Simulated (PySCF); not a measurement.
# C3H6F3OP: what the fields show

```json
{"atom": "C", "x (Å)": "-1.8497", "y (Å)": "0.1281", "z (Å)": "-0.4468"}
{"atom": "P", "x (Å)": "-0.7154", "y (Å)": "-0.1535", "z (Å)": "0.9465"}
{"atom": "O", "x (Å)": "-1.1478", "y (Å)": "0.4325", "z (Å)": "2.2129"}
{"atom": "C", "x (Å)": "0.9437", "y (Å)": "0.5072", "z (Å)": "0.4580"}
{"atom": "C", "x (Å)": "1.6179", "y (Å)": "-0.2997", "z (Å)": "-0.6154"}
{"atom": "F", "x (Å)": "1.7917", "y (Å)": "-1.5777", "z (Å)": "-0.2526"}
{"atom": "F", "x (Å)": "0.9175", "y (Å)": "-0.3233", "z (Å)": "-1.7597"}
{"atom": "F", "x (Å)": "2.8319", "y (Å)": "0.1777", "z (Å)": "-0.9286"}
{"atom": "H", "x (Å)": "-2.8210", "y (Å)": "-0.2652", "z (Å)": "-0.1499"}
{"atom": "H", "x (Å)": "-1.9439", "y (Å)": "1.2049", "z (Å)": "-0.5882"}
{"atom": "H", "x (Å)": "-1.5202", "y (Å)": "-0.3453", "z (Å)": "-1.3653"}
{"atom": "H", "x (Å)": "-0.5017", "y (Å)": "-1.5280", "z (Å)": "0.9885"}
{"atom": "H", "x (Å)": "1.5680", "y (Å)": "0.5003", "z (Å)": "1.3550"}
{"atom": "H", "x (Å)": "0.8284", "y (Å)": "1.5413", "z (Å)": "0.1232"}
```

Geometry: GFN2-xTB.

Method: PySCF 2.14.0, PBE0/pcSseg-1, SCF density, gas phase, non-relativistic.

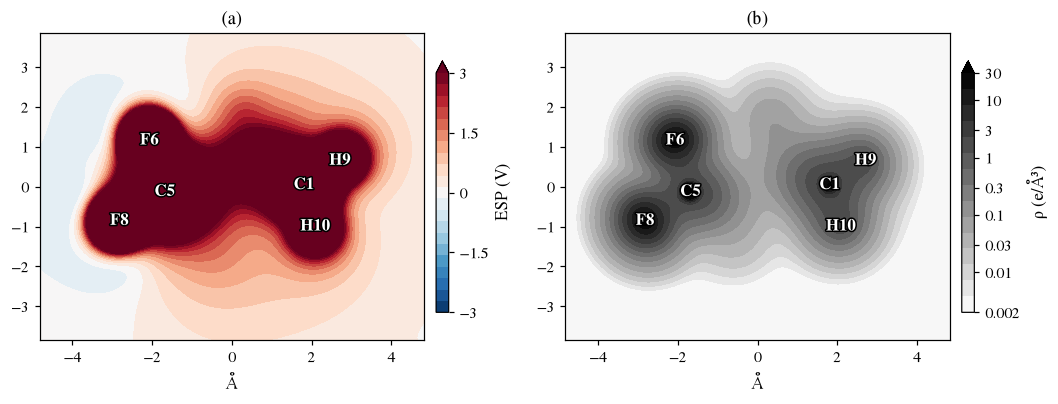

Figure 1. (a) electrostatic potential; (b) total electron density on the plane of atoms F6, C5 and F8.

**What does the map show?**

The plane passes through C, F and H nuclei.
C–F (1.34 Å): ρ at the midpoint is about 2.4 e/Å³.
C–H (1.09 Å): ρ is about 2 e/Å³ halfway.
Outside the dense part of the molecule the potential is most negative (−0.4 V) near F8.

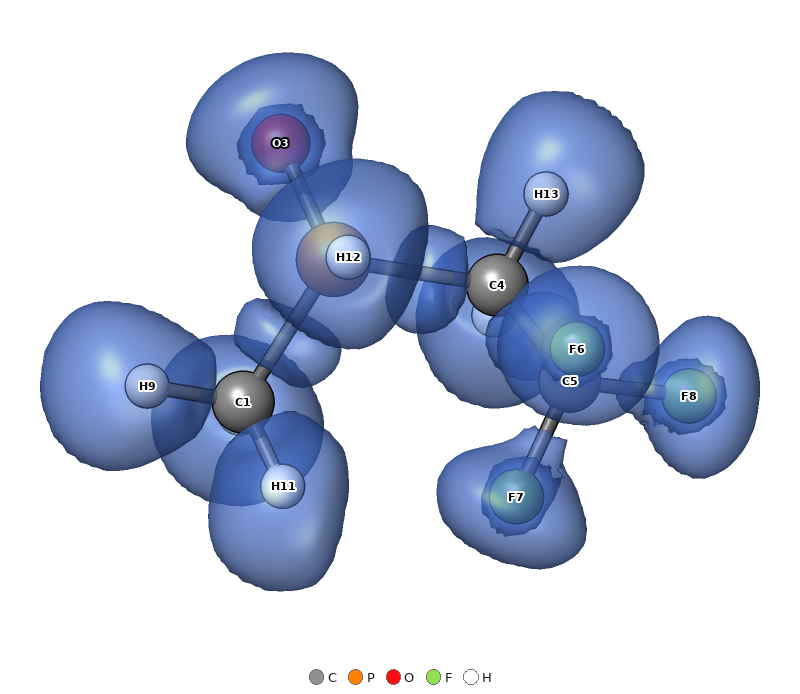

Figure 2. Isosurface of the electron localisation function at 0.75 (blue), seen across its widest extent. Core shells and regions of very low density are left out.

**Where are the electrons localised?**

The ELF exceeds this value in one region between bonded C–C atoms (shared pairs), two regions between bonded C–P atoms (shared pairs), six regions around hydrogen nuclei, three regions on F in which the atom's valence shell and bonds are merged and one region wrapped around O (its lone pairs, merged into a ring or cap). Profiles from the grid: C–F (1.34 Å): the ELF peaks at about 0.85 between the atoms; a polar covalent bond. P–O (1.46 Å): the ELF peaks at about 0.80 between the atoms; a polar covalent bond.

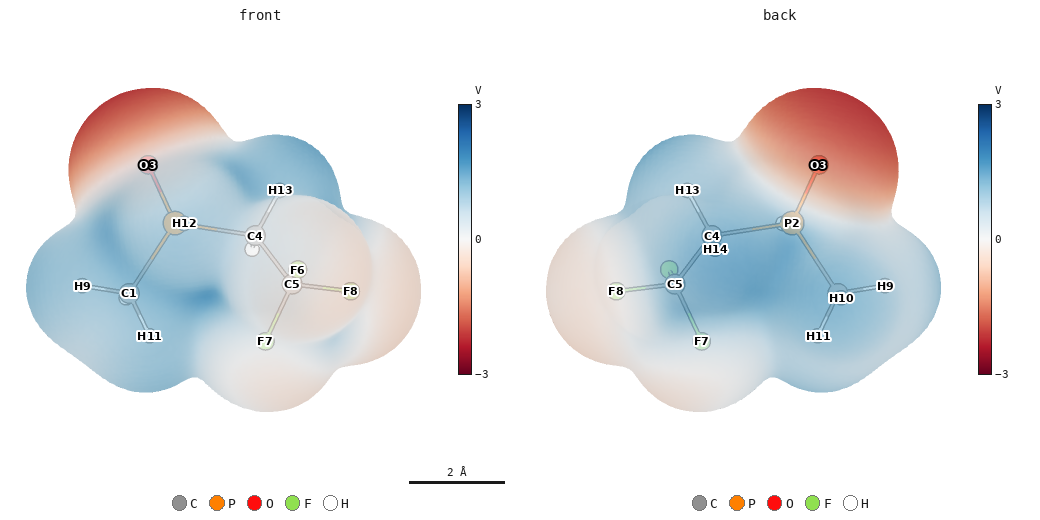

Figure 3. The electrostatic potential painted on the density surface at 0.002 e/bohr³, seen from the front and from behind; red is negative and blue positive.

**Where is the surface potential most negative and most positive?**

The most negative region (about −2.1 V, or −48 kcal/mol for a unit charge) lies over O3, the most positive (about +1.6 V, or +37 kcal/mol for a unit charge) over P2, C5, H10 and H14. O3 is the likeliest acceptor of a hydrogen bond.

**How polar is the molecule by this calculation?**

Its dipole moment is 2.19 D.
